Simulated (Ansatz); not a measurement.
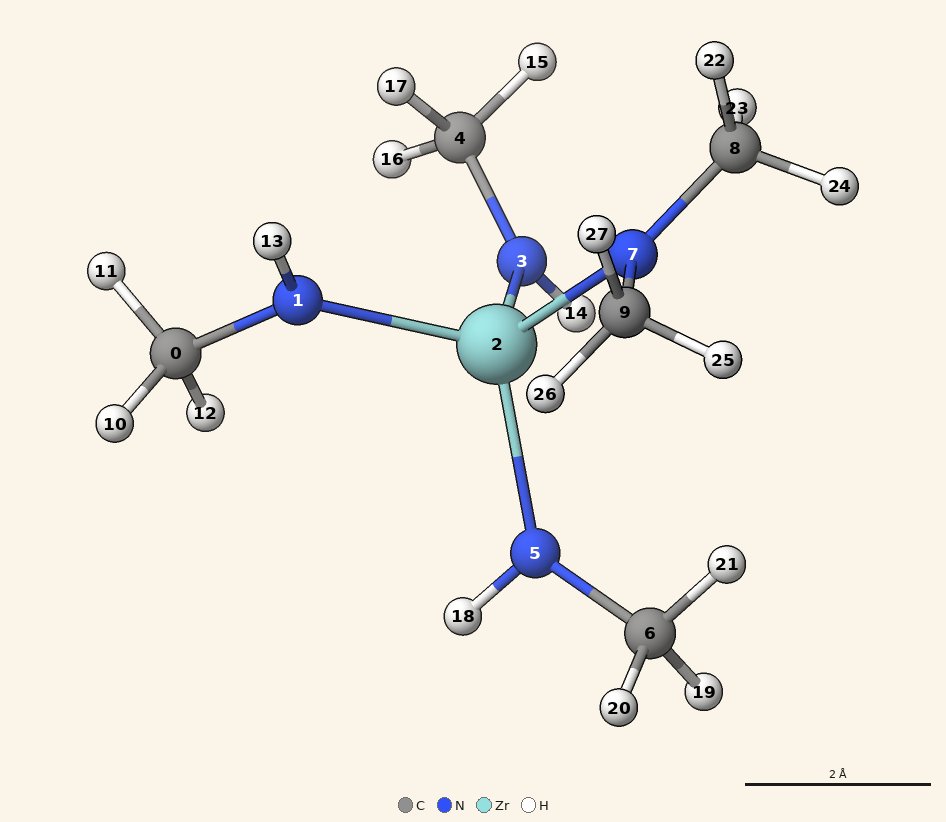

The structure as it stands in the input. Atoms are numbered from 0, in the order of the input.

Ansatz 0.2.0 input:

```yaml
crystal:
  periodic: [false, false, false]
  atoms:
    - {symbol: C, position_ang: [-1.189597, 1.399430, -3.196410]}
    - {symbol: N, position_ang: [-0.325602, 0.311135, -2.363490]}
    - {symbol: Zr, position_ang: [-0.193266, 0.264212, -0.065344]}
    - {symbol: N, position_ang: [-2.304211, -0.189165, 0.717586]}
    - {symbol: C, position_ang: [-3.460847, -1.098121, 0.037578]}
    - {symbol: N, position_ang: [0.476356, 2.275297, 0.838743]}
    - {symbol: C, position_ang: [1.604082, 2.588629, 1.959962]}
    - {symbol: N, position_ang: [1.238303, -1.393730, 0.579804]}
    - {symbol: C, position_ang: [1.067720, -2.764927, 1.403751]}
    - {symbol: C, position_ang: [2.761963, -1.113472, 0.121014]}
    - {symbol: H, position_ang: [-0.493698, 2.143389, -3.886187]}
    - {symbol: H, position_ang: [-2.024902, 0.879277, -3.934036]}
    - {symbol: H, position_ang: [-1.816159, 2.121353, -2.424661]}
    - {symbol: H, position_ang: [0.220343, -0.399318, -3.056042]}
    - {symbol: H, position_ang: [-2.691228, 0.334452, 1.645819]}
    - {symbol: H, position_ang: [-3.819488, -2.025130, 0.762267]}
    - {symbol: H, position_ang: [-4.464747, -0.450835, -0.256183]}
    - {symbol: H, position_ang: [-3.042364, -1.596178, -1.000564]}
    - {symbol: H, position_ang: [0.055273, 3.242927, 0.419684]}
    - {symbol: H, position_ang: [1.151600, 3.200012, 2.926437]}
    - {symbol: H, position_ang: [2.548044, 3.243429, 1.519325]}
    - {symbol: H, position_ang: [2.067045, 1.539059, 2.390785]}
    - {symbol: H, position_ang: [1.414796, -3.744346, 0.739926]}
    - {symbol: H, position_ang: [-0.100890, -2.922930, 1.726762]}
    - {symbol: H, position_ang: [1.748137, -2.768408, 2.432277]}
    - {symbol: H, position_ang: [3.529975, -1.027172, 1.081662]}
    - {symbol: H, position_ang: [2.847949, -0.052179, -0.498974]}
    - {symbol: H, position_ang: [3.195413, -1.996713, -0.621478]}
basis:
  gaussian: {orbitals: def2-TZVPP}
hamiltonian: {xc: {name: B2GP-PLYP}}
output: {forces: true}
```

Command:

```sh
ansatz run in.yaml --threads 4 --pin off --events-out ev --progress --plain --max-ram 66560MiB --backend cuda --devices 0, --max-vram 37GiB
```

Output:

```
Functional definition: B2GP-PLYP
  name "B2GP-PLYP"
  cite "Karton, Tarnopolsky, Lamère, Schatz & Martin, J. Phys. Chem. A 112, 12868 (2008) doi:10.1021/jp801805p"
  cite "Becke, Phys. Rev. A 38, 3098 (1988) doi:10.1103/PhysRevA.38.3098"
  cite "Lee, Yang & Parr, Phys. Rev. B 37, 785 (1988) doi:10.1103/PhysRevB.37.785"
  parameter a = 0.65
  parameter c = 0.36
  exchange = (1 - a)*b88_x + a*exact_x
  correlation = (1 - c)*lyp_c + c*(mp2_os + mp2_ss)
3484 factors; integrals over basis functions are off by at most 1.0e-3 eV
mean field evaluation 1: about -12662.0556 eV, gradient 8.6e1 eV
mean field evaluation 2: about -12662.2816 eV, gradient 8.6e1 eV
mean field evaluation 4: about -12678.0502 eV, gradient 1.9e1 eV
mean field evaluation 8: about -12679.1521 eV, gradient 1.8e0 eV
mean field evaluation 16: about -12679.1602 eV, gradient 1.3e-3 eV
mean field -12679.16023757 eV, -465.9505444873 hartree, gradient 8.7e-6 eV, S^2 0.000000; 0 other end points of the search recorded, 0 dependent functions left out
9 core orbitals not correlated: weight in the atoms' cores, before any rotation towards them, 1.000 or more for the frozen orbitals, at most 0.000 for the correlated occupied ones
reference -12679.16049076 eV, -465.9505537916 hartree; 35, 35 occupied and 543, 543 virtual orbitals, 3484 factors
second order -68.41645916 eV of doubles, -0.00000000 eV of singles
the calculation of the forces begins
Total energy: -12703.79041605 eV, -466.8556868515 hartree
Atom 0 at    -1.189597     1.399430    -3.196410 Å, force    -0.254026     0.278411    -0.148877 eV/Å
Atom 1 at    -0.325602     0.311135    -2.363490 Å, force    -0.020399     0.050668    -0.731204 eV/Å
Atom 2 at    -0.193266     0.264212    -0.065344 Å, force    -0.168989    -0.236004     0.072663 eV/Å
Atom 3 at    -2.304211    -0.189165     0.717586 Å, force    -0.701456     0.260832     0.357510 eV/Å
Atom 4 at    -3.460847    -1.098121     0.037578 Å, force    -0.219959    -0.205171    -0.242324 eV/Å
Atom 5 at     0.476356     2.275297     0.838743 Å, force     0.158676     0.858800    -0.070730 eV/Å
Atom 6 at     1.604082     2.588629     1.959962 Å, force     0.284084    -0.010642     0.268087 eV/Å
Atom 7 at     1.238303    -1.393730     0.579804 Å, force     0.748993     0.098660    -0.150195 eV/Å
Atom 8 at     1.067720    -2.764927     1.403751 Å, force     0.144026    -0.207485     0.104047 eV/Å
Atom 9 at     2.761963    -1.113472     0.121014 Å, force     0.404530    -0.120919    -0.008479 eV/Å
Atom 10 at    -0.493698     2.143389    -3.886187 Å, force    -1.721265    -2.085194     1.886548 eV/Å
Atom 11 at    -2.024902     0.879277    -3.934036 Å, force     2.305061     1.231190     2.010939 eV/Å
Atom 12 at    -1.816159     2.121353    -2.424661 Å, force     1.777543    -2.058395    -1.905459 eV/Å
Atom 13 at     0.220343    -0.399318    -3.056042 Å, force    -1.884138     2.478696     2.159860 eV/Å
Atom 14 at    -2.691228     0.334452     1.645819 Å, force     1.096676    -1.807786    -3.110632 eV/Å
Atom 15 at    -3.819488    -2.025130     0.762267 Å, force     1.069038     2.549337    -1.800097 eV/Å
Atom 16 at    -4.464747    -0.450835    -0.256183 Å, force     2.755590    -1.586917     0.865676 eV/Å
Atom 17 at    -3.042364    -1.596178    -1.000564 Å, force    -0.936383     1.466597     2.854202 eV/Å
Atom 18 at     0.055273     3.242927     0.419684 Å, force     1.530044    -3.078310     1.491632 eV/Å
Atom 19 at     1.151600     3.200012     2.926437 Å, force     1.044921    -1.620036    -2.679334 eV/Å
Atom 20 at     2.548044     3.243429     1.519325 Å, force    -2.608843    -1.733335     1.022759 eV/Å
Atom 21 at     2.067045     1.539059     2.390785 Å, force    -1.398419     2.728239    -1.320221 eV/Å
Atom 22 at     1.414796    -3.744346     0.739926 Å, force    -0.887843     2.711866     1.631595 eV/Å
Atom 23 at    -0.100890    -2.922930     1.726762 Å, force     3.131215     0.640715    -0.991005 eV/Å
Atom 24 at     1.748137    -2.768408     2.432277 Å, force    -1.752696     0.168673    -2.773315 eV/Å
Atom 25 at     3.529975    -1.027172     1.081662 Å, force    -2.153944    -0.259768    -2.454283 eV/Å
Atom 26 at     2.847949    -0.052179    -0.498974 Å, force    -0.457790    -2.781630     1.675317 eV/Å
Atom 27 at     3.195413    -1.996713    -0.621478 Å, force    -1.284248     2.268906     1.985319 eV/Å
Dipole moment:     0.076389     0.003565    -0.028625 e Å
```

The calculation finished and met its thresholds.
